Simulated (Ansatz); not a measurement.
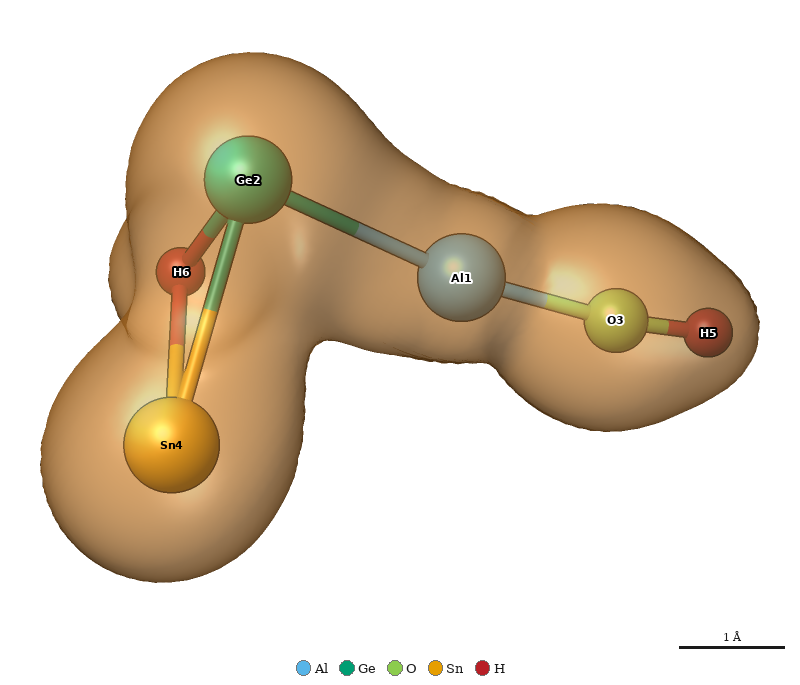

*AlGeH2OSn (charge +1). Isosurface of the electron density at 0.2 e/Å³ (orange), seen at a tilt.*

Geometry: B3LYP-D3(BJ)/def2-SVP; core potentials replace the inner electrons of Sn.

Computed with isolated molecule in a Gaussian basis; Kohn-Sham density functional theory, functional PBE0 in Ansatz 0.2.0.

```yaml
atoms:
  - { symbol: Al, position_ang: [-0.2935, -1.0029, 2.5450] }
  - { symbol: Ge, position_ang: [0.0377, -3.2857, 1.7502] }
  - { symbol: O, position_ang: [-0.2910, 0.4951, 3.2005] }
  - { symbol: Sn, position_ang: [-1.6291, -2.5023, -0.1539] }
  - { symbol: H, position_ang: [-0.2378, 1.3172, 3.6885] }
  - { symbol: H, position_ang: [-1.6755, -3.2496, 1.8794] }
```

What does this surface tell about the bonding?

Answer. At this value the surface is in one piece. It bridges the sampled Sn···H (2.17 Å), Al–O (1.64 Å), Al–Ge (2.44 Å) and Sn–Ge (2.65 Å) contacts, where the density stays above the isovalue. On the grid the lowest density along these lines, outside the cores, is 0.32 e/Å³ (Sn···H, 2.17 Å), 0.82 e/Å³ (Al–O, 1.64 Å), 0.38 e/Å³ (Al–Ge, 2.44 Å) and 0.4 e/Å³ (Sn–Ge, 2.65 Å).
